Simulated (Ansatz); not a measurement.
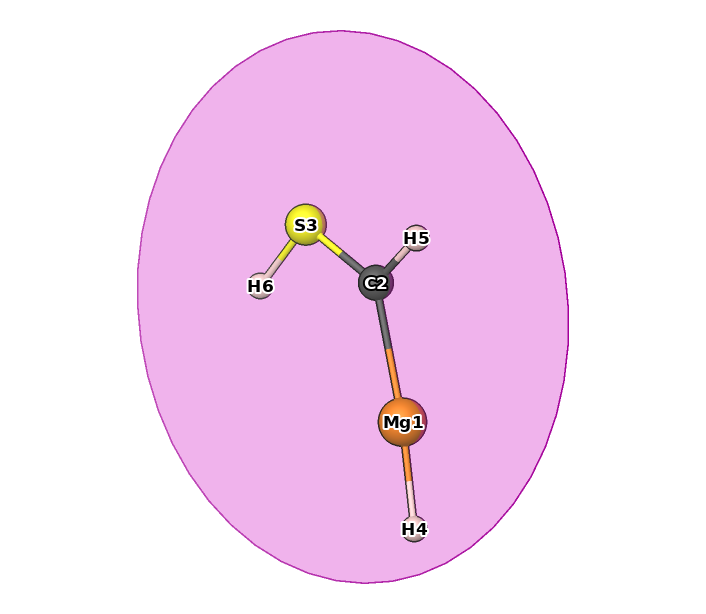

A disc through the centre of mass is drawn in. Depth is shown by fading: the farther an atom, the more it takes the colour of the background. Charge +1, singlet. The computed structure is the end point of a PBE0-D4/def2-TZVP optimisation. No frequency run is at hand to confirm it as a minimum.

### Is the plane of the disc a mirror plane of the structure?

Yes. The reflection leaves Mg1, C2, S3, H4, H5, H6 in place. The point group is Cs.
